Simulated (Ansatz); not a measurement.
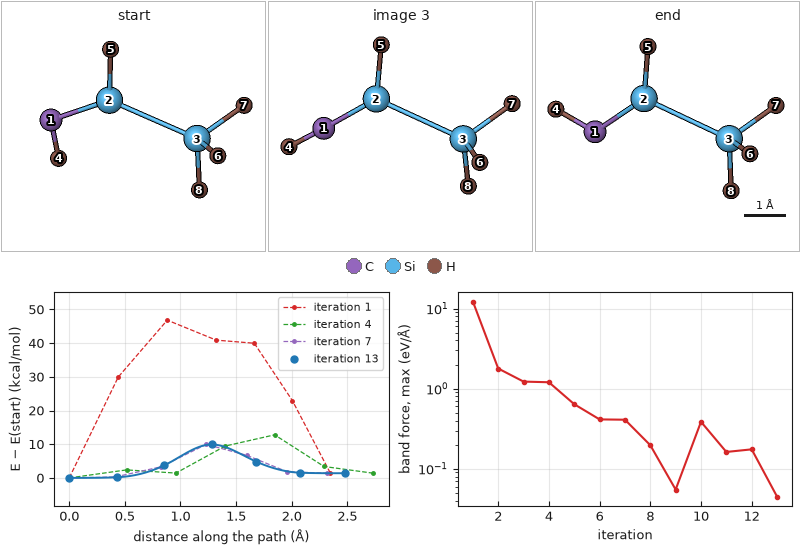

NEB run on CH5Si2 (charge −1). Images are numbered from 0 (start) to 6 (end). The plot follows the band through its iterations. The picture is a ball-and-stick view, seen at a tilt.

Theory: RKS r2SCANh-D4/def2-SVP in Ansatz. Run with 5 movable images; climbing image; force threshold 0.05 eV/Å; iteration limit 60; starting path through a guess of the saddle point.

**Judge this run.**

The run is converged, with reservations. The band converged in 13 iterations. The largest component of the band force went from 12 to 0.045 eV/Å. The climbing image converged on the top of the path. Its vibrational analysis gives 2 imaginary modes over 30i cm⁻¹, so it isn't confirmed as a transition state. The first iteration put the highest image at 46.8 kcal/mol. The energy climbs by 9.9 kcal/mol to image 3 and then falls by 8.5 kcal/mol, so the end point sits at +1.4 kcal/mol.

Limits of the set-up: the basis has no diffuse functions, which an anion needs.
